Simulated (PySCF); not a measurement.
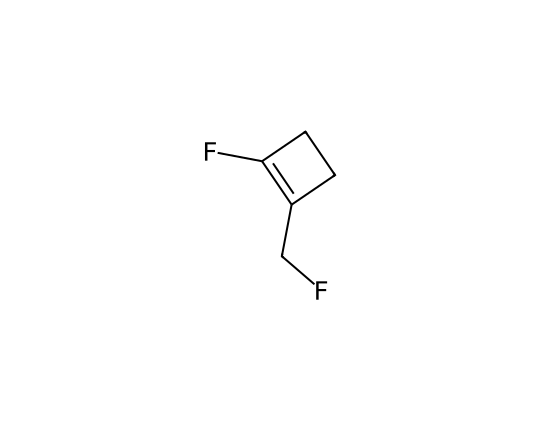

Give its SMILES.

Answer. FCC1=C(F)CC1

Give the formula, hydrogens included.

Answer. C5H6F2.

An optimisation with PBE0-D3(BJ)/def2-SVP gave a structure of which point group?

Answer. C1. Other conformers may differ.

The parts below concern this one geometry. Atoms keep their numbers from picture to picture. Computed geometry: PBE0-D3(BJ)/def2-SVP optimisation. No frequency run is at hand to confirm it as a minimum.

## Geometry

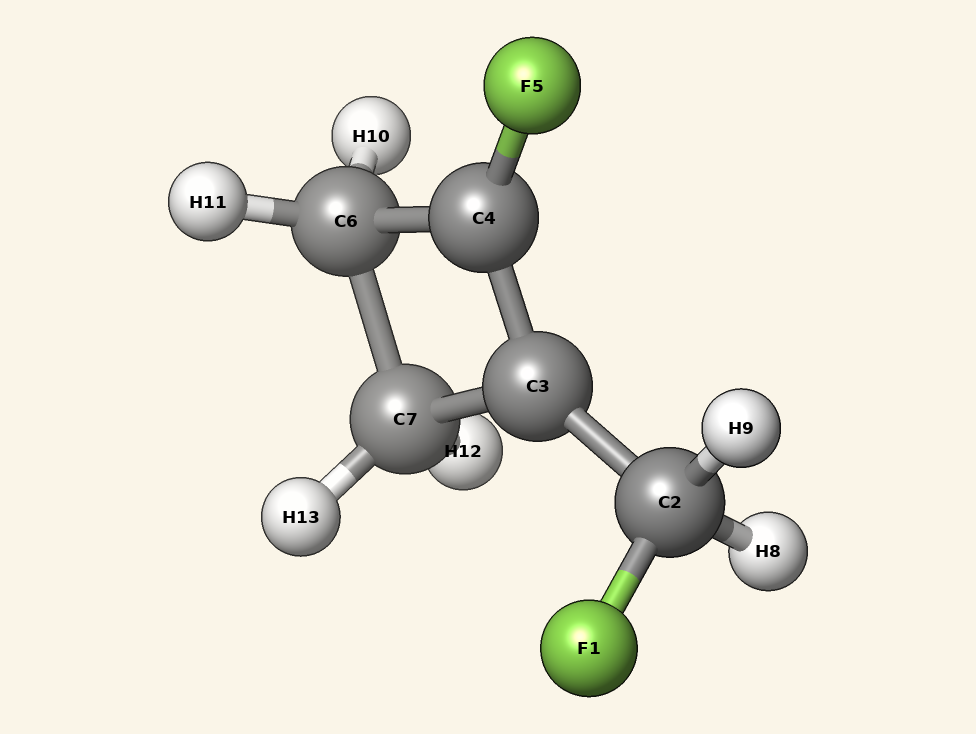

Numbered structure. No frequency run is at hand to confirm it as a minimum.

Give these bond angles: F1–C2–C3, F1–C2–H8, C2–C3–C4, C3–C2–H8, C3–C2–H9, C3–C7–H12, C4–C3–C7, C4–C6–C7, C4–C6–H11, F5–C4–C6, C7–C6–H10, C7–C6–H11.

| angle | degrees |
| --- | --- |
| F1–C2–C3 | 110.9 |
| F1–C2–H8 | 107.6 |
| C2–C3–C4 | 136.3 |
| C3–C2–H8 | 110.6 |
| C3–C2–H9 | 110.3 |
| C3–C7–H12 | 115.5 |
| C4–C3–C7 | 91.2 |
| C4–C6–C7 | 84.0 |
| C4–C6–H11 | 115.7 |
| F5–C4–C6 | 129.4 |
| C7–C6–H10 | 115.1 |
| C7–C6–H11 | 115.4 |

## Dipole moment

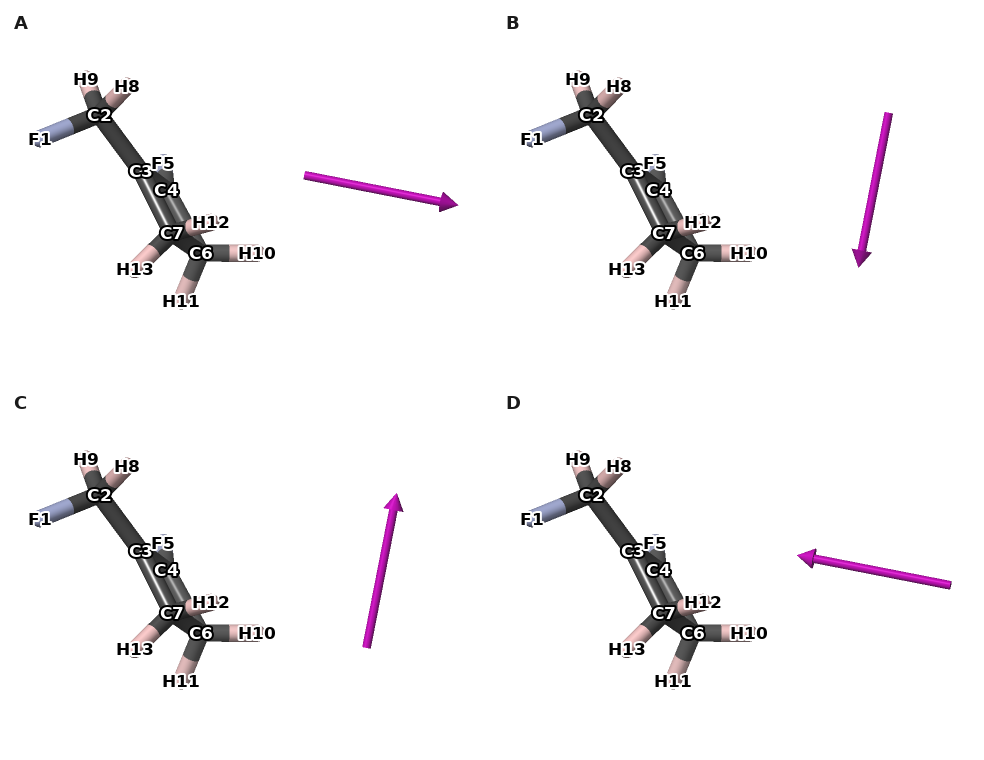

The same molecule four times, each with an arrow. No frequency run is at hand to confirm it as a minimum. Level of theory: BP86/pcSseg-1, gas phase (PySCF 2.14.0).

Which arrow points along the dipole moment, from the negative to the positive end?

Answer. A. The dipole moment is 1.78 D; it points from the side of F1 to the side of H10 (the outermost atoms at the two ends).

## Ring current

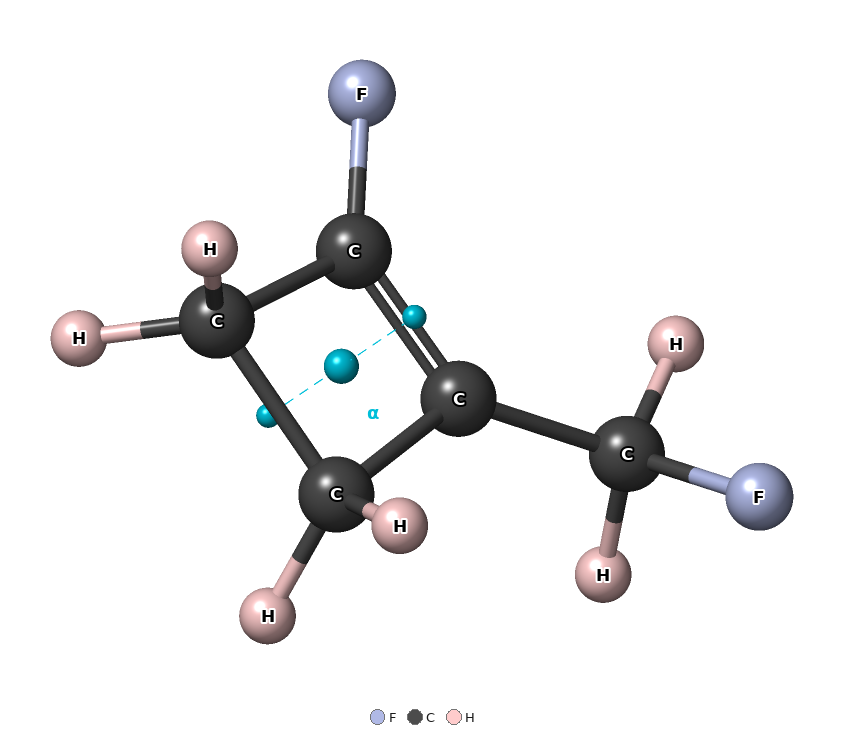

The small points mark where nucleus-independent chemical shifts (NICS) were computed: at the centre of each lettered ring and 1 Å above and below it. No frequency run is at hand to confirm it as a minimum. Method: GIAO OPBE/pcSseg-1 NMR shielding, non-relativistic, gas phase (PySCF 2.14.0).

Give NICS(0), NICS(1) and the out-of-plane component NICS(1)zz for each ring (means of the two sides).

```json
{"ring": "α", "members": "C4", "NICS(0)": "−9.7", "NICS(1)": "−3.2", "NICS(1)zz": "−2.9"}
```

Values in ppm.

## Charges

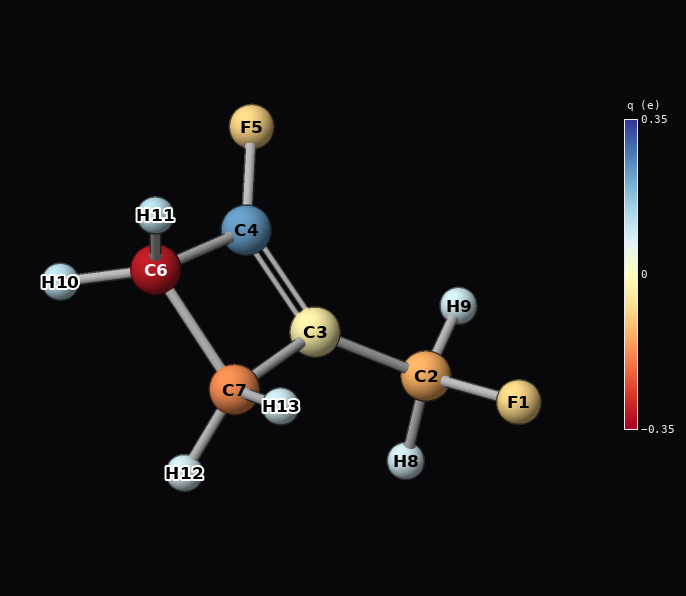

Atoms are coloured by their ESP-fitted charges. No frequency run is at hand to confirm it as a minimum. Properties computed with PBE0/STO-3G, gas phase (PySCF 2.14.0).

List the ESP-fitted charges.

```csv
atom,value (e)
F1,−0.08
C2,−0.13
C3,−0.03
C4,0.23
F5,−0.08
C6,−0.31
C7,−0.17
H8,0.09
H9,0.09
H10,0.11
H11,0.12
H12,0.09
H13,0.09
```

## NMR shielding

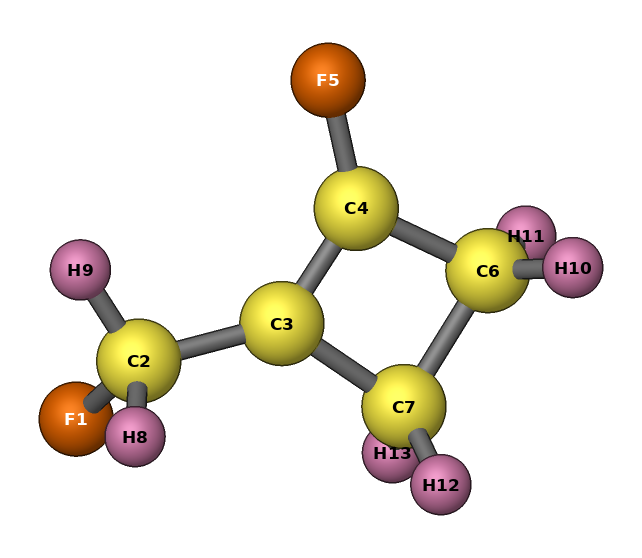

No frequency run is at hand to confirm it as a minimum. Properties computed with GIAO OPBE/pcSseg-1 NMR shielding, non-relativistic, gas phase (PySCF 2.14.0). Principal shieldings σ11 ≤ σ22 ≤ σ33, span Ω = σ33 − σ11, skew κ = 3(σiso − σ22)/Ω.

Which F atom has the most anisotropic shielding?

Answer. F5, with a span of 234 ppm.

Give the shielding tensors of the F atoms.

```json
{"atom": "F1", "σ11": "381.3", "σ22": "403.4", "σ33": "434.0", "σiso": "406.2", "Ω": "52.7", "κ": "0.16"}
{"atom": "F5", "σ11": "110.2", "σ22": "258.9", "σ33": "344.4", "σiso": "237.9", "Ω": "234.2", "κ": "−0.27"}
```

Shieldings and span in ppm.
